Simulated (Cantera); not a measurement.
Input: 1 mol SiCl₄, 0.54 mol HCl, 12 mol H₂, 0.011 mol C₂H₄, held at 1600 Pa.

Cantera equilibrium calculation (NASA polynomials, part measured and part estimated; ideal gas, pure solids and liquids). Candidate condensed phases: C, C₆H₆, C₇H₈, C₈H₁₈, Si, SiC; 109 gas species. The tables' values for SiCl, SiCl₃ are old estimates; treat these amounts as uncertain. Gases not in the tables: Si₂H₆ and higher silanes. Rates play no part.

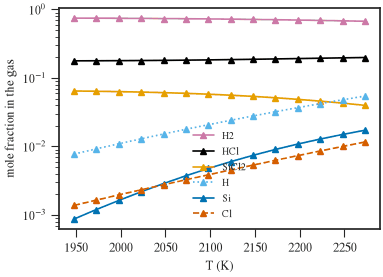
Fig. 1. Equilibrium gas composition (values under 1e-9 drawn at 1e-9)

From 1948 K to 2223 K the condensed part is SiC(s). From 2248 K to 2273 K nothing is condensed. The main Si-bearing gas is SiCl₂ throughout.
